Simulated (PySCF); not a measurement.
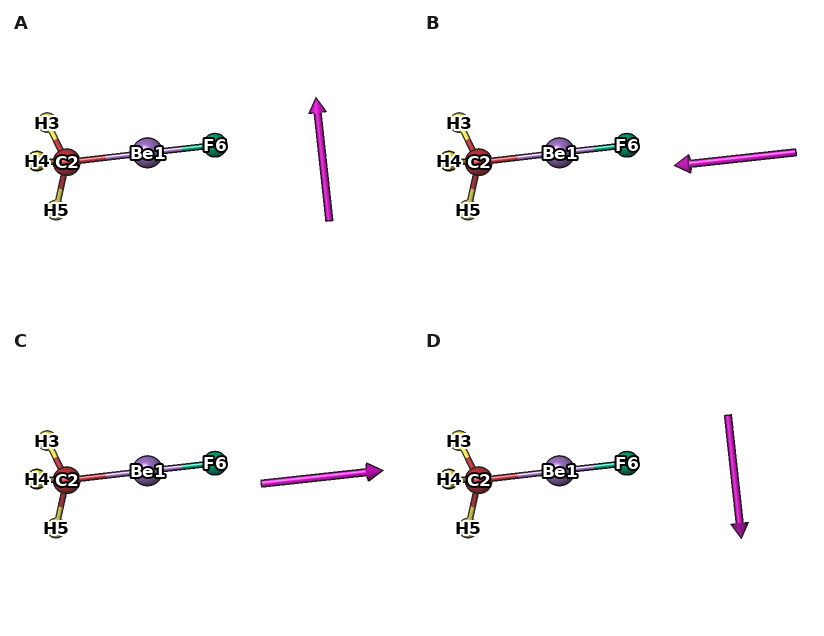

The same molecule four times, each with an arrow. The computed structure is the end point of a PBE0-D3(BJ)/def2-SVP optimisation. No frequency run is at hand to confirm it as a minimum. Level of theory: CAM-B3LYP/def2-SVPD, gas phase (PySCF 2.14.0).

Which arrow points along the dipole moment, from the negative to the positive end?

B. The dipole moment is 1.38 D; it points from the side of F6 to the side of H3, H4, H5 (the outermost atoms at the two ends).
